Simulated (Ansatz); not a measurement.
**Si2N2H8 (SMILES N[SiH2][SiH2]N): B3LYP/6-31G(d) (Cartesian functions)**

Aim: the vertical singlet–triplet gap of Si2N2H8 at B3LYP/6-31G* (Cartesian functions), from 2 runs. 

The calculation is run with Ansatz 0.2.0.

41 further runs of the same task are left out: 41 set aside as unsound or not needed. Runs told in other sessions of the task aren't counted.

## Step 1: The system as given

Si2N2H8: 12 atoms, total charge 0, spin state singlet. As SMILES, `N[SiH2][SiH2]N`. The shape is that of a PBE0-D4/def2-TZVP optimisation. This is one conformer, not always the lowest.

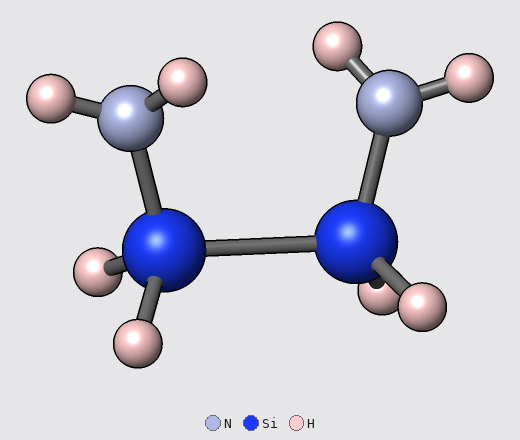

Viewed from a chosen angle; nitrogen light blue, silicon blue, hydrogen pink.

## Step 2: The energy at B3LYP/6-31G(d) (Cartesian functions)

The input, in.yaml:

```yaml
crystal:
  periodic: [false, false, false]
  atoms:
    - {symbol: "N", position_ang: [-1.097900, 1.361200, -0.600700]}
    - {symbol: Si, position_ang: [0.237500, 1.274800, 0.494900]}
    - {symbol: Si, position_ang: [0.906400, -0.977600, 0.422600]}
    - {symbol: N, position_ang: [-0.305600, -1.754400, -0.535700]}
    - {symbol: H, position_ang: [-1.011200, 0.880200, -1.483000]}
    - {symbol: H, position_ang: [-1.608700, 2.223300, -0.711100]}
    - {symbol: H, position_ang: [1.390800, 2.179400, 0.189700]}
    - {symbol: H, position_ang: [-0.252100, 1.681300, 1.841800]}
    - {symbol: H, position_ang: [1.090200, -1.519500, 1.806200]}
    - {symbol: H, position_ang: [2.216100, -1.161900, -0.262900]}
    - {symbol: H, position_ang: [-1.268400, -1.510600, -0.360100]}
    - {symbol: H, position_ang: [-0.219800, -2.731700, -0.767700]}
basis:
  gaussian: {orbitals: "6-31G*"}
hamiltonian: {xc: {name: B3LYP}}
accuracy: high
output: {orbitals: {seedname: orbitals}}
```

Started as:

```
$ ansatz run in.yaml --threads 1 --pin off --max-ram 2610MiB --events-out events.jsonl --progress --plain --runs-dir runs
```

The program printed:

```text
Warning: RAYON_NUM_THREADS=1 ignored (pool sized by the plan → 1); use --threads N
Functional definition: B3LYP
  name "B3LYP"
  parameter a0 = 0.2
  parameter ax = 0.72
  parameter ac = 0.81
  exchange = (1 - a0 - ax)*slater_x + ax*b88_x + a0*exact_x
  correlation = (1 - ac)*vwn_rpa_c + ac*lyp_c
1971 factors; integrals over basis functions are off by at most 3.9e-9 eV
mean field evaluation 1: about -18855.6556 eV, gradient 7.5e1 eV
mean field evaluation 2: about -18836.2223 eV, gradient 1.1e2 eV
mean field evaluation 4: about -18866.4203 eV, gradient 1.9e0 eV
mean field evaluation 8: about -18866.6309 eV, gradient 1.7e-1 eV
mean field evaluation 16: about -18866.6311 eV, gradient 9.5e-6 eV
mean field -18866.63105094 eV, -693.3359028603 hartree, gradient 3.9e-8 eV, S^2 0.000000; 0 other end points of the search recorded, 0 dependent functions left out
reference -18866.63109638 eV, -693.3359045301 hartree; 25, 25 occupied and 59, 59 virtual orbitals, 1971 factors
Total energy: -18866.63109638 eV, -693.3359045301 hartree
```

It took 5.4 s on 1 thread of Intel Xeon 6975P-C (Granite Rapids), shared host; peak memory 0.31 GiB.

## Step 3: The triplet

The input, input.yaml:

```yaml
crystal:
  periodic: [false, false, false]
  atoms:
    - {symbol: "N", position_ang: [-1.097900, 1.361200, -0.600700]}
    - {symbol: Si, position_ang: [0.237500, 1.274800, 0.494900]}
    - {symbol: Si, position_ang: [0.906400, -0.977600, 0.422600]}
    - {symbol: N, position_ang: [-0.305600, -1.754400, -0.535700]}
    - {symbol: H, position_ang: [-1.011200, 0.880200, -1.483000]}
    - {symbol: H, position_ang: [-1.608700, 2.223300, -0.711100]}
    - {symbol: H, position_ang: [1.390800, 2.179400, 0.189700]}
    - {symbol: H, position_ang: [-0.252100, 1.681300, 1.841800]}
    - {symbol: H, position_ang: [1.090200, -1.519500, 1.806200]}
    - {symbol: H, position_ang: [2.216100, -1.161900, -0.262900]}
    - {symbol: H, position_ang: [-1.268400, -1.510600, -0.360100]}
    - {symbol: H, position_ang: [-0.219800, -2.731700, -0.767700]}
basis:
  gaussian: {orbitals: "6-31G*"}
magnetization: {spin_polarized: true, initial_magnetization: 2}
hamiltonian: {xc: {name: B3LYP}}
accuracy: high
output: {orbitals: {seedname: orbitals}}
```

Started as:

```
$ ansatz run input.yaml --threads 1 --pin off --max-ram 2610MiB --events-out events.jsonl --progress --plain --runs-dir runs
```

The program printed, shortened:

```text
Warning: RAYON_NUM_THREADS=1 ignored (pool sized by the plan → 1); use --threads N
[... 7 set-up lines as earlier in the session ...]
1971 factors; integrals over basis functions are off by at most 3.9e-9 eV
mean field evaluation 1: about -18849.3035 eV, gradient 5.4e1 eV
mean field evaluation 2: about -18816.0343 eV, gradient 9.4e1 eV
mean field evaluation 4: about -18860.4165 eV, gradient 9.5e0 eV
mean field evaluation 8: about -18861.0297 eV, gradient 6.0e-1 eV
mean field evaluation 16: about -18861.2566 eV, gradient 4.2e-3 eV
mean field evaluation 32: about -18861.2566 eV, gradient 1.3e-7 eV
mean field evaluation 64: about -18861.1656 eV, gradient 7.0e-1 eV
mean field -18861.25657590 eV, -693.1383945453 hartree, gradient 2.7e-8 eV, S^2 2.005871; 7 other end points of the search recorded, 0 dependent functions left out
reference -18861.25662351 eV, -693.1383962951 hartree; 26, 24 occupied and 58, 60 virtual orbitals, 1971 factors
Total energy: -18861.25662351 eV, -693.1383962951 hartree
```

Run time: 17 s. Hardware: 1 thread of Intel Xeon 6975P-C (Granite Rapids), shared host; peak memory 0.46 GiB.

## Step 4: Results

At B3LYP/6-31G* (Cartesian functions):

| quantity | value |
| --- | --- |
| singlet: total energy | -693.33590 Eh |
| singlet: HOMO energy | -6.64 eV |
| singlet: LUMO energy | 0.02 eV |
| singlet: HOMO–LUMO gap | 6.66 eV |
| triplet: total energy | -693.13840 Eh |
| triplet: HOMO energy (highest over α and β) | -1.58 eV |
| triplet: ⟨S²⟩ | 2.006 |
| vertical energy of the triplet above the singlet | 5.374 eV |

What this shows: At this shape the triplet lies 5.37 eV (124 kcal/mol) above the singlet.
